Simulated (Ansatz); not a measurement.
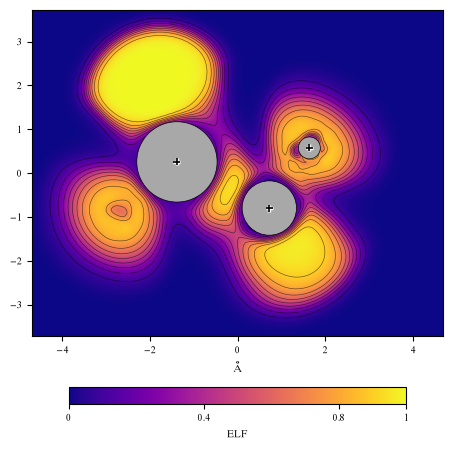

The electron localisation function on a plane through atoms (crosses mark nuclei in the plane; grey discs cover the cores).

These are results of isolated molecule in a Gaussian basis; Kohn-Sham density functional theory, functional PBE0 (Ansatz), not measurements.

Candidates:
A. F$_{2}$GaH$_{2}$P
B. AlH$_{2}$Si$_{2}$Te (doublet)
C. ClGeNSi

Question: Which system is this?

Answer: Candidate A: F$_{2}$GaH$_{2}$P on the plane of atoms F1, P4 and Ga3, which holds F, Ga and P. P–F (1.65 Å): the ELF peaks at about 0.80 between the atoms, as expected for a polar covalent bond. Ga–P (2.36 Å): the ELF peaks at about 0.95 between the atoms, as expected for localised, covalent bonding.
